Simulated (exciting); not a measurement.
# LuAgO2: the O K edge from the Bethe–Salpeter equation, part 2 of 2

Wanted: the near-edge spectrum and the bound core excitons at the O K edge of LuAgO2.

exciting sodium; X-ray absorption, core-level Bethe-Salpeter equation, exchange and statically screened direct term, Tamm-Dancoff, all-electron LAPW+lo LDA.

So far. Step 3 (A richer basis for the empty states): Against the first ground state the total energy moves by -11 meV an atom and the gap by 0.00 eV.

**4. Screening, kernels and BSE for O atom 3**

The absorber has 1 Ag at 2.07 Å and 3 Lu at 2.20 Å (distorted tetrahedral, site symmetry 3m).

File input.xml:

```
<input>
  <title>LuAgO2</title>
  <structure speciespath="." autormt="false" epslat="1.0e-5">
    <crystal>
      <basevect>3.1875940742 1.8403582969 11.7099353887</basevect>
      <basevect>-3.1875940742 1.8403582969 11.7099353887</basevect>
      <basevect>0.0000000000 -3.6807165936 11.7099353887</basevect>
    </crystal>
    <species speciesfile="Lu.xml" rmt="2.300">
      <atom coord="0.5000000000 0.5000000000 0.5000000000"/>
    </species>
    <species speciesfile="Ag.xml" rmt="2.195">
      <atom coord="0.0000000000 0.0000000000 0.0000000000"/>
    </species>
    <species speciesfile="O.xml" rmt="1.591">
      <atom coord="0.1111002600 0.1111002600 0.1111002600"/>
      <atom coord="0.8888997400 0.8888997400 0.8888997400"/>
    </species>
  </structure>
  <groundstate do="skip" xctype="LDA_PW" ngridk="4 4 4" rgkmax="7" gmaxvr="14" nempty="8" swidth="0.001" maxscl="100" epsengy="1e-5"/>
  <xs xstype="BSE" ngridk="3 3 3" ngridq="3 3 3" vkloff="0.097 0.273 0.493" rgkmax="7" nempty="32" gqmax="3" lmaxapwwf="5" lmaxemat="2" broad="0.01654" tevout="true">
    <energywindow intv="18.034 19.651" points="439"/>
    <screening screentype="full" nempty="52"/>
    <BSE xas="true" xasspecies="3" xasatom="1" xasedge="K" bsetype="singlet" nstlxas="1 28"/>
    <qpointset>
      <qpoint>0 0 0</qpoint>
    </qpointset>
    <plan>
      <doonly task="xsgeneigvec"/>
      <doonly task="writepmatxs"/>
      <doonly task="scrgeneigvec"/>
      <doonly task="scrwritepmat"/>
      <doonly task="screen"/>
      <doonly task="scrcoulint"/>
      <doonly task="exccoulint"/>
    </plan>
  </xs>
</input>
```

File input.xml for the last start (plan only):

```
  <plan>
    <doonly task="bse"/>
  </plan>
```

Launch:

```
> OMP_NUM_THREADS=1 mpirun -n 2 exciting
> OMP_NUM_THREADS=2 exciting
```

Numbers of over 12 decimals in the logs are rounded to 6 here.

Output:

```text
| EXCITING SODIUM started for task xsgeneigvec ( 301)                          =
One-shot GS runs for BSE calculations
One-shot GS runs for k+qmt/2 grids
Info(xsgeneigvec): Generating eigenvectors for Q-point      1
Info(xsgeneigvec): Generation of eigenvectors finished
| EXCITING SODIUM started for task writepmatxs ( 320)                          =
Info(writepmatxs): Momentum matrix elements finished
| EXCITING SODIUM started for task scrgeneigvec ( 401)                         =
One-shot GS runs for BSE calculations
One-shot GS runs for k+qmt/2 grids
Info(xsgeneigvec): Generating eigenvectors for Q-point      1
Using screening GS parameters.
Info(xsgeneigvec): Generation of eigenvectors finished
| EXCITING SODIUM started for task scrwritepmat ( 420)                         =
Info(writepmatxs): Momentum matrix elements finished
Info(scrwritepmat): Momentum matrix elements for screening finished
| EXCITING SODIUM started for task screen ( 430)                               =
Info(screenlauncher): Calculating screening for unshifted q-grid.
Info(screenlauncher): Number of q points:       6
Info(screenlauncher): lowest (partially)  unoccupied state:     29
Info(screenlauncher): highest (partially) occupied state  :     28
Info(screenlauncher): number of occupied states considered:   28
Info(screenlauncher): number of unoccupied states considered:   53
Info(screenlauncher): Starting loop over q-points
Info(screenlauncher): Screening for unshifted q-grid finished
Info(screenlauncher): Screening finished
| EXCITING SODIUM started for task scrcoulint ( 440)                           =
Info(scrcoulintlauncher): Setting up screened Coulomb interaction matrix W.
Info(scrcoulintlauncher): Using momentum transfer vectors from list :   1 to  1
Info(scrcoulintlauncher): Calculating screened Coulomb interaction matrix W
Info(scrcoulintlauncher): Momentum transfer list index: iqmt=  1
Info(scrcoulintlauncher): Momentum transfer: vqmtl=   0.000   0.000   0.000
Info(scrcoulintlauncher): Calculating RR block of W
Info(scrcoulint): Inspecting occupations...
Info(setranges_modxs): Number of non-reduced k-points:       27
Info(setranges_modxs): Number of states considered:       61
Info(setranges_modxs): Number of (partially) occupied states:        2
Info(setranges_modxs): Highest (partially) occupied states:       28
Info(setranges_modxs): Number of (partially) unoccupied states:       33
Info(setranges_modxs): Lowest (partially) unoccupied states:       29
Info(scrcoulint): Selecting transitions...
Info(select_transitions): Inspecting transitions in the  band interval:
  lowest occupied state:   1
  highest occupied state:   2
  lowest unoccupied state:  29
  highest unoccupied state:  56
  Opening gap with a scissor of:      0.000/H      0.000/eV
Info(select_transitions): Number of participating transitions:    1512
Info(scrcoulint): Size of file SCCLI will be about     0.017664 GB
Info(scrcoulint): Using q-grid
Info(scrcoulint): Number of reduced q-points:      6
Info(scrcoulint): Number of non-reduced q-points:     27
Info(scrcoulint): Calculating W(G1,G2,qr) fourier coefficients
Info(scrcoulint): Calculating W matrix elements
Info(scrcoulintlauncher): Screened coulomb interaction finished for iqmt=   1
| EXCITING SODIUM started for task exccoulint ( 441)                           =
Info(exccoulintlauncher): Setting up exchange interaction matrix V.
Info(exccoulintlauncher): Using momentum transfer vectors from list :   1 to  1
Info(exccoulintlauncher):Calculating exchange interaction matrix V
Info(exccoulintlauncher): Momentum transfer list index: iqmt=  1
Info(exccoulintlauncher): Momentum transfer: vqmtl=   0.000   0.000   0.000
Info(exccoulintlauncher): Calculating RR block of V
Info(exccoulint): Inspecting occupations...
Info(setranges_modxs): Number of non-reduced k-points:       27
Info(setranges_modxs): Number of states considered:       61
Info(setranges_modxs): Number of (partially) occupied states:        2
Info(setranges_modxs): Highest (partially) occupied states:       28
Info(setranges_modxs): Number of (partially) unoccupied states:       33
Info(setranges_modxs): Lowest (partially) unoccupied states:       29
Info(exccoulint): Selecting transitions...
Info(select_transitions): Inspecting transitions in the  band interval:
  lowest occupied state:   1
  highest occupied state:   2
  lowest unoccupied state:  29
  highest unoccupied state:  56
  Opening gap with a scissor of:      0.000/H      0.000/eV
Info(select_transitions): Number of participating transitions:    1512
Info(exccoulint): Size of file EXCLI will be about     0.017664 GB
Info(exccoulint): Generating plane wave matrix elements for momentum transfer iqmt=   1
  Timing (in seconds)	   :     227.435
Info(exccoulint): Generating V matrix elements
Info(exccoulint): Zeroing Coulomb potential at G+qmt index:  1
Info(exccoulintlauncher): Exchange interaction finished for iqmt=   1
| EXCITING SODIUM started for task bse ( 445)                                  =
Info(bselauncher): Init time:    2.134399
Info(bselauncher): Setting up and diagonalizing BSE Hamiltonian.
Info(bselauncher): Using momentum transfer vectors from list :   1 to  1
Info(bselauncher): Distributing qmt-points over   1 processes.
Info(bselauncher): BSE type: singlet
Info(bselauncher): Momentum transfer list index: iqmt=  1
Info(bselauncher): Momentum transfer: vqmtl=   0.000   0.000   0.000
Info(bse): Inspecting occupations...
Info(setranges_modxs): Number of non-reduced k-points:       27
Info(setranges_modxs): Number of states considered:       61
Info(setranges_modxs): Number of (partially) occupied states:        2
Info(setranges_modxs): Highest (partially) occupied states:       28
Info(setranges_modxs): Number of (partially) unoccupied states:       33
Info(setranges_modxs): Lowest (partially) unoccupied states:       29
Info(select_transitions): Inspecting transitions in the  band interval:
  lowest occupied state:   1
  highest occupied state:   2
  lowest unoccupied state:  29
  highest unoccupied state:  56
  Opening gap with a scissor of:      0.000/H      0.000/eV
Info(select_transitions): Number of participating transitions:    1512
Info(bse): Selecting transitions...
Info(bse):bsegap (eV):   503.090934
Info(bse): Assembling BSE matrix
  RR/RA blocks of global BSE-Hamiltonian:
  Size of the Hamiltonian:    1512
  Number of k-points:      27
  Distributing matrix to   1 processes
  Local matrix shape   1512 x  1512
Info(bse): max local RAM needed for BSE matrices ~     0.034066 GB
Info(setup_bse_block): Setting up RR part of hamiltonian
Info(setup_bse_block): Singlet spin state
Info(bse): Diagonalizing RR Hamiltonian (TDA)
Info(bse): Invoking Lapack routine ZHEEVR
      1512 eigen solutions found in the interval:
         i1=       1 i2=    1512
Info(bse): Writing excition energies and oscillator strengths to text file.
Info(makespectrum_dist): Making spectrum using formula for coupling with time reversed AR basis.
Info(makespectrum_dist): Using formalism for vanishing momentum transfer.
Info(writederived): Writing quantities derived from the macroscopic dielectric function.
Info(bselauncher): Spectrum finished for iqmt=  1
Info(bselauncher): All done for BSE type singlet
```

Run time: 22 min. Hardware: 2 MPI ranks of Arm Neoverse V2, shared host.

Wall time by task: xsgeneigvec 15 s, writepmatxs 6.3 s, scrgeneigvec 9.9 s, scrwritepmat 4.1 s, screen 7.2 min, scrcoulint 10 min, exccoulint 3.8 min, bse 5.5 s.

The O K spectrum of O atom 3 (energy from the Kohn–Sham onset, core level to the lowest empty state found on the meshes used, 502.74 eV; the ground-state mesh sets it, and the shifted mesh has its lowest transition 0.35 eV above it; Im ε scaled to the maximum of the singlet run; cut below the end of the band set):

```
E (eV)  isotropic  ε ⊥ c  ε ∥ c
  -4.0       0.03   0.02   0.04
  -3.0       0.04   0.03   0.08
  -2.0       0.10   0.04   0.20
  -1.0       0.42   0.10   1.06
   0.0       0.62   0.46   0.93
   1.0       0.45   0.43   0.47
   2.0       0.82   0.83   0.78
   3.0       0.53   0.60   0.41
   4.0       0.46   0.39   0.61
   5.0       0.39   0.31   0.56
   6.0       0.52   0.43   0.69
   7.0       0.99   1.21   0.56
   8.0       0.62   0.69   0.46
   9.0       0.38   0.42   0.30
  10.0       0.32   0.34   0.28
  11.0       0.24   0.24   0.25
  12.0       0.22   0.19   0.29
  13.0       0.24   0.19   0.34
  14.0       0.16   0.15   0.19
  15.0       0.21   0.22   0.18
  16.0       0.18   0.18   0.17
  17.0       0.17   0.17   0.17
  18.0       0.15   0.15   0.17
  19.0       0.14   0.14   0.14
  20.0       0.17   0.20   0.13
  21.0       0.21   0.24   0.15
  22.0       0.26   0.30   0.17
  23.0       0.18   0.19   0.16
```

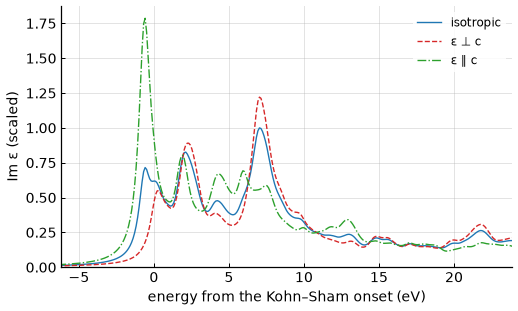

The O K edge of O atom 3.

Maxima (height): -0.6 eV (0.72), 2.1 eV (0.83), 4.2 eV (0.48), 7.0 eV (1.00), 12.9 eV (0.24), 14.9 eV (0.21) and 21.8 eV (0.26); 1 lower ones aren't listed.

The Hamiltonian has 1512 rows. The lowest groups of eigenvalues and the brightest ones, on the scale above (the program counts from the shifted mesh's onset, 0.35 eV higher). Core spinors bring spin-forbidden partners, so dark means forbidden by spin or by symmetry, and the shifted mesh splits states that symmetry would keep together:

```
energy (eV)  states within 10 meV  relative strength
     -0.666                     1               dark
     -0.624                     1               1.00
     -0.067                     2               0.19
      0.147                     2               0.18
      0.162                     2               0.17
      0.291                     2              0.032
      1.739                     2               0.23
      1.931                     2               0.23
      1.978                     2               0.22
      2.110                     1               0.34
      6.912                     2               0.20
```

**5. Independent particles**

Edit input.xml of step 4 so:

```diff
@@ -23,3 +23,3 @@
     <screening screentype="full" nempty="52"/>
-    <BSE xas="true" xasspecies="3" xasatom="1" xasedge="K" bsetype="singlet" nstlxas="1 28"/>
+    <BSE xas="true" xasspecies="3" xasatom="1" xasedge="K" bsetype="IP" nstlxas="1 28"/>
     <qpointset>
@@ -28,9 +28,3 @@
     <plan>
-      <doonly task="xsgeneigvec"/>
-      <doonly task="writepmatxs"/>
-      <doonly task="scrgeneigvec"/>
-      <doonly task="scrwritepmat"/>
-      <doonly task="screen"/>
-      <doonly task="scrcoulint"/>
-      <doonly task="exccoulint"/>
+      <doonly task="bse"/>
     </plan>
```

Launch:

```
> OMP_NUM_THREADS=2 exciting
```

Output:

```text
| EXCITING SODIUM started for task bse ( 445)                                  =
Info(bselauncher): Init time:    2.136382
Info(bselauncher): Setting up and diagonalizing BSE Hamiltonian.
Info(bselauncher): Using momentum transfer vectors from list :   1 to  1
Info(bselauncher): Distributing qmt-points over   1 processes.
Info(bselauncher): BSE type: IP
Info(bselauncher): Momentum transfer list index: iqmt=  1
Info(bselauncher): Momentum transfer: vqmtl=   0.000   0.000   0.000
Info(bse): Inspecting occupations...
Info(setranges_modxs): Number of non-reduced k-points:       27
[...]
highest unoccupied state:  56
  Opening gap with a scissor of:      0.000/H      0.000/eV
Info(select_transitions): Number of participating transitions:    1512
Info(bse): Selecting transitions...
Info(bse):bsegap (eV):   503.090934
Info(bse): IP requested, nothing much to do
Info(bse): Writing excition energies and oscillator strengths to text file.
Info(makespectrum_dist): Making spectrum using formula for coupling with time reversed AR basis.
Info(makespectrum_dist): Using formalism for vanishing momentum transfer.
Info(writederived): Writing quantities derived from the macroscopic dielectric function.
Info(bselauncher): Spectrum finished for iqmt=  1
Info(bselauncher): All done for BSE type IP
```

Wall time 3 s (2 threads).

Maxima (height): 1.0 eV (0.44), 3.8 eV (0.58), 5.2 eV (0.44), 8.8 eV (0.92) and 13.8 eV (0.36); 3 lower ones aren't listed. The spectrum differs from the singlet run by 65 % r.m.s. Moving the earlier curve by +1.8 eV leaves 29 %. The highest maximum lies at 8.8 eV (0.92), against 7.0 eV (1.00).

**6. Exchange alone**

Edit input.xml of step 5 so:

```diff
@@ -23,3 +23,3 @@
     <screening screentype="full" nempty="52"/>
-    <BSE xas="true" xasspecies="3" xasatom="1" xasedge="K" bsetype="IP" nstlxas="1 28"/>
+    <BSE xas="true" xasspecies="3" xasatom="1" xasedge="K" bsetype="RPA" nstlxas="1 28"/>
     <qpointset>
```

Launch:

```
> OMP_NUM_THREADS=2 exciting
```

Output:

```text
| EXCITING SODIUM started for task bse ( 445)                                  =
Info(bselauncher): Init time:    2.136868
Info(bselauncher): Setting up and diagonalizing BSE Hamiltonian.
Info(bselauncher): Using momentum transfer vectors from list :   1 to  1
Info(bselauncher): Distributing qmt-points over   1 processes.
Info(bselauncher): BSE type: RPA
Info(bselauncher): Momentum transfer list index: iqmt=  1
Info(bselauncher): Momentum transfer: vqmtl=   0.000   0.000   0.000
Info(bse): Inspecting occupations...
Info(setranges_modxs): Number of non-reduced k-points:       27
[...]
Info(setup_bse_block): Setting up RR part of hamiltonian
Info(setup_bse_block): Using RPA approximation
Info(bse): Diagonalizing RR Hamiltonian (TDA)
Info(bse): Invoking Lapack routine ZHEEVR
      1512 eigen solutions found in the interval:
         i1=       1 i2=    1512
Info(bse): Writing excition energies and oscillator strengths to text file.
Info(makespectrum_dist): Making spectrum using formula for coupling with time reversed AR basis.
Info(makespectrum_dist): Using formalism for vanishing momentum transfer.
Info(writederived): Writing quantities derived from the macroscopic dielectric function.
Info(bselauncher): Spectrum finished for iqmt=  1
Info(bselauncher): All done for BSE type RPA
```

Elapsed: 6 s, on 2 threads.

Maxima (height): 1.1 eV (0.43), 3.8 eV (0.57), 5.2 eV (0.43), 8.8 eV (0.90) and 10.6 eV (0.62); 4 lower ones aren't listed. The spectrum differs from the independent-particle run by 3 % r.m.s.

**7. Broadening**

Changed against the first singlet run: half width (eV) from 0.45 to 0.11.

Edit input.xml of step 6 so:

```diff
@@ -20,6 +20,6 @@
   <groundstate do="skip" xctype="LDA_PW" ngridk="4 4 4" rgkmax="7" gmaxvr="14" nempty="8" swidth="0.001" maxscl="100" epsengy="1e-5"/>
-  <xs xstype="BSE" ngridk="3 3 3" ngridq="3 3 3" vkloff="0.097 0.273 0.493" rgkmax="7" nempty="32" gqmax="3" lmaxapwwf="5" lmaxemat="2" broad="0.01654" tevout="true">
-    <energywindow intv="18.034 19.651" points="439"/>
+  <xs xstype="BSE" ngridk="3 3 3" ngridq="3 3 3" vkloff="0.097 0.273 0.493" rgkmax="7" nempty="32" gqmax="3" lmaxapwwf="5" lmaxemat="2" broad="0.00404" tevout="true">
+    <energywindow intv="18.034 19.651" points="1199"/>
     <screening screentype="full" nempty="52"/>
-    <BSE xas="true" xasspecies="3" xasatom="1" xasedge="K" bsetype="RPA" nstlxas="1 28"/>
+    <BSE xas="true" xasspecies="3" xasatom="1" xasedge="K" bsetype="singlet" nstlxas="1 28"/>
     <qpointset>
```

Launch:

```
> OMP_NUM_THREADS=2 exciting
```

Output:

```text
| EXCITING SODIUM started for task bse ( 445)                                  =
Info(bselauncher): Init time:    2.134071
Info(bselauncher): Setting up and diagonalizing BSE Hamiltonian.
Info(bselauncher): Using momentum transfer vectors from list :   1 to  1
Info(bselauncher): Distributing qmt-points over   1 processes.
Info(bselauncher): BSE type: singlet
Info(bselauncher): Momentum transfer list index: iqmt=  1
Info(bselauncher): Momentum transfer: vqmtl=   0.000   0.000   0.000
Info(bse): Inspecting occupations...
[...]
Info(setup_bse_block): Setting up RR part of hamiltonian
Info(setup_bse_block): Singlet spin state
Info(bse): Diagonalizing RR Hamiltonian (TDA)
Info(bse): Invoking Lapack routine ZHEEVR
      1512 eigen solutions found in the interval:
         i1=       1 i2=    1512
Info(bse): Writing excition energies and oscillator strengths to text file.
Info(makespectrum_dist): Making spectrum using formula for coupling with time reversed AR basis.
Info(makespectrum_dist): Using formalism for vanishing momentum transfer.
Info(writederived): Writing quantities derived from the macroscopic dielectric function.
Info(bselauncher): Spectrum finished for iqmt=  1
Info(bselauncher): All done for BSE type singlet
```

Elapsed: 7.5 s, on 2 threads.

The spectrum differs from the singlet run by 41 % r.m.s. The highest maximum lies at -0.6 eV (2.29), against 7.0 eV (1.00). Only the width of each line changes; the area stays. A table step wider than the lines misses their tops.

```
E (eV)  first run  this run
  -4.0       0.03      0.01
  -3.0       0.04      0.01
  -2.0       0.10      0.02
  -1.0       0.42      0.20
   0.0       0.62      0.72
   1.0       0.45      0.42
   2.0       0.82      1.46
   3.0       0.53      0.48
   4.0       0.46      0.58
   5.0       0.39      0.31
   6.0       0.52      0.60
   7.0       0.99      1.58
   8.0       0.62      0.51
   9.0       0.38      0.33
  10.0       0.32      0.35
  11.0       0.24      0.25
  12.0       0.22      0.26
  13.0       0.24      0.29
  14.0       0.16      0.10
  15.0       0.21      0.23
  16.0       0.18      0.14
  17.0       0.17      0.25
  18.0       0.15      0.16
  19.0       0.14      0.13
  20.0       0.17      0.21
  21.0       0.21      0.19
  22.0       0.26      0.31
  23.0       0.18      0.17
```

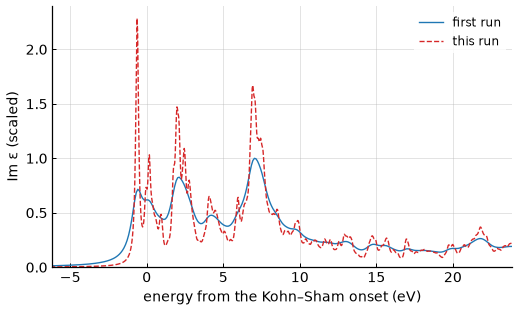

This run beside the first singlet run.

**8. The levels of theory side by side**

```
  level  curve passes 0.15 (eV)  highest maximum (eV)  its height
     IP                     0.2                   8.8        0.92
    RPA                     0.3                   8.8        0.90
singlet                    -1.6                   7.0        1.00
```

```
E (eV)    IP   RPA  singlet
  -4.0  0.01  0.01     0.03
  -3.0  0.02  0.02     0.04
  -2.0  0.02  0.02     0.10
  -1.0  0.04  0.04     0.42
   0.0  0.11  0.11     0.62
   1.0  0.44  0.42     0.45
   2.0  0.23  0.22     0.82
   3.0  0.43  0.41     0.53
   4.0  0.56  0.55     0.46
   5.0  0.43  0.42     0.39
   6.0  0.33  0.33     0.52
   7.0  0.31  0.30     0.99
   8.0  0.48  0.46     0.62
   9.0  0.91  0.90     0.38
  10.0  0.64  0.65     0.32
  11.0  0.53  0.55     0.24
  12.0  0.38  0.38     0.22
  13.0  0.31  0.31     0.24
  14.0  0.34  0.35     0.16
  15.0  0.24  0.24     0.21
  16.0  0.27  0.28     0.18
  17.0  0.22  0.23     0.17
  18.0  0.21  0.21     0.15
  19.0  0.20  0.20     0.14
  20.0  0.17  0.17     0.17
  21.0  0.20  0.20     0.21
  22.0  0.26  0.26     0.26
  23.0  0.33  0.33     0.18
```

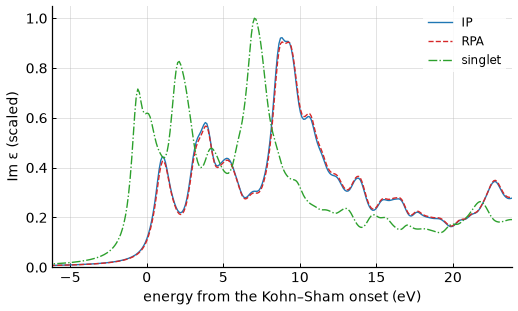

The spectrum at each level.

**9. Outcome**

- absorber and edge: O K, atom 3
- surroundings: 1 Ag at 2.07 Å and 3 Lu at 2.20 Å (distorted tetrahedral, site symmetry 3m)
- first bright state: -0.62 eV from the Kohn–Sham onset, on this mesh
- highest maximum: 7.0 eV
- cost of the BSE run: 22 min on 2 MPI ranks of Arm Neoverse V2, shared host; the last task ran on as many threads

What this shows: Is a core exciton bound? Yes on this mesh: the first bright state (over 5 % of the brightest) lies at -0.62 eV from the Kohn–Sham onset and at -0.98 eV from the lowest bare transition of its own mesh. Changing the half width (eV) from 0.45 to 0.11 alters the spectrum by 41 % r.m.s. Exchange alone changes the independent-particle spectrum by 3 % r.m.s. Binding energies aren't converged on 27 k points, and fine structure above the first lines is partly noise of the mesh. Exchange and the short-range direct term aren't converged in the kernel cutoff. The zero comes from the unshifted 4×4×4 ground-state mesh; it is exact only where the band minimum lies on that mesh. The Kohn–Sham onset, 503 eV, is no photon energy: the scale needs a rigid shift. Bands and screening come from semilocal DFT, whose small gap overscreens. Vibrations and energy-dependent lifetimes are left out. The structure is a Materials Project entry, computed there, and may be a hypothetical form.

[Banner, clock and machine lines of the logs are left out without a mark of their own.]

[Logs are printed without paths, hosts, clocks, repeated set-up lines and the standing remarks that a program may print on its own settings, such as how far it seeks lower states.]

[Hosts, paths, dates, database ids (printed as entryN), source tags and the programs' standing remarks are cut or masked in the printed files.]
